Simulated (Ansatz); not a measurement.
**CH2FOSi (SMILES [O][SiH]=CF) (doublet): density, localisation and related maps**

| atom | x (Å) | y (Å) | z (Å) |
| --- | --- | --- | --- |
| O | 2.1737 | -0.4077 | 0.4380 |
| Si | 0.8602 | -0.0915 | -0.3020 |
| C | -0.8058 | 0.0639 | 0.4478 |
| F | -1.0128 | -0.0932 | 1.7453 |
| H | 0.7141 | 0.1417 | -1.7626 |
| H | -1.7270 | 0.2883 | -0.1115 |

These are results of Ansatz, UKS B3LYP/def2-SVP, not measurements.

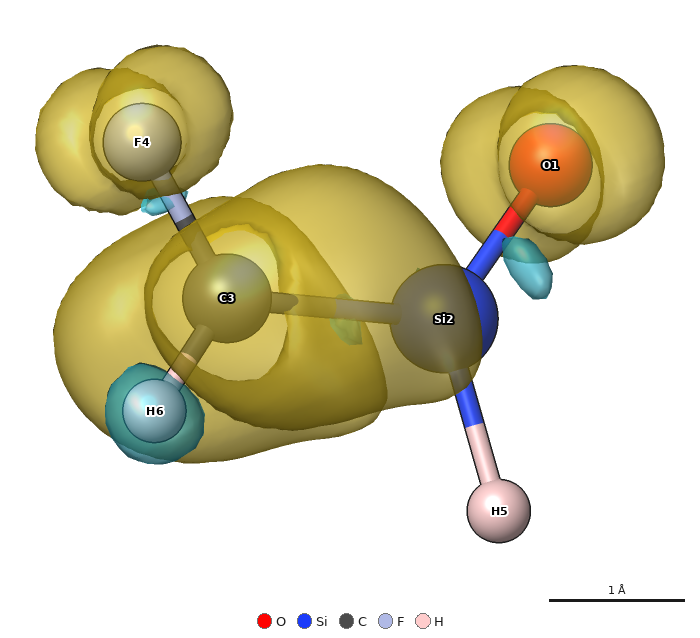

Figure 1. Isosurfaces of the spin density (α minus β) at +0.015 (yellow) and −0.015 e/Å³ (cyan), seen at a tilt.

Question: Where is the unpaired spin?

Answer: The unpaired spin (1 electron) lies mostly on C3 (about 0.6), O1 (about 0.1), F4 (about 0.1) and Si2 (about 0.1), in electrons by Hirshfeld's partition.

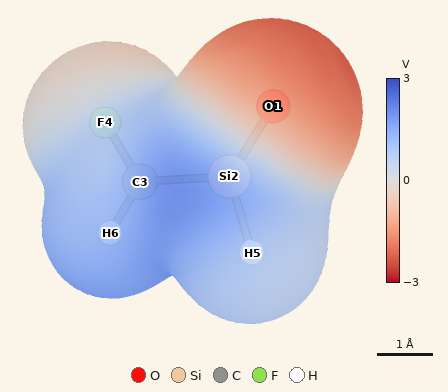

Figure 2. The electrostatic potential painted on the density surface at 0.002 e/bohr³, seen at a tilt; red is negative and blue positive.

Question: Where is the surface potential most negative and most positive?

Answer: The most negative region (about −2.2 V, or −51 kcal/mol for a unit charge) lies over O1, the most positive (about +2.0 V, or +46 kcal/mol for a unit charge) over Si2. O1 is the likeliest acceptor of a hydrogen bond.

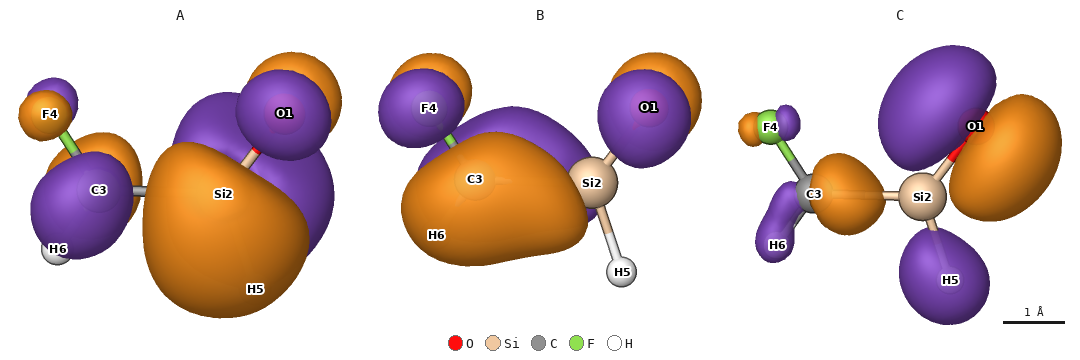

Figure 3. Three frontier orbitals at ±0.1 Å⁻³ᐟ² (orange and purple are the two phases), in no order.

Question: Order the three orbitals by energy and name them. All are α orbitals.

Answer: C is the HOMO−1 (α) (−7.87 eV). Its weight (Hirshfeld) is mainly on O1 (about 75 %); it is symmetric in the molecular plane (an in-plane orbital: σ, lone-pair or in-plane π type); largely a lone pair of O1. B is the HOMO (α) (−7.12 eV). It lies mainly on C3 (about 50 %), F4 (about 15 %) and O1 (about 15 %); it changes sign across the molecular plane (π type); π-antibonding (a node) across O1–Si2 and C3–F4. A is the LUMO (α) (−1.09 eV). By Hirshfeld shares it lies mainly on Si2 (about 60 %), O1 (about 15 %) and C3 (about 15 %); it changes sign across the molecular plane (π type).

Question: What is the gap between the highest occupied and lowest empty α orbitals?

Answer: 6.03 eV between the orbital energies.
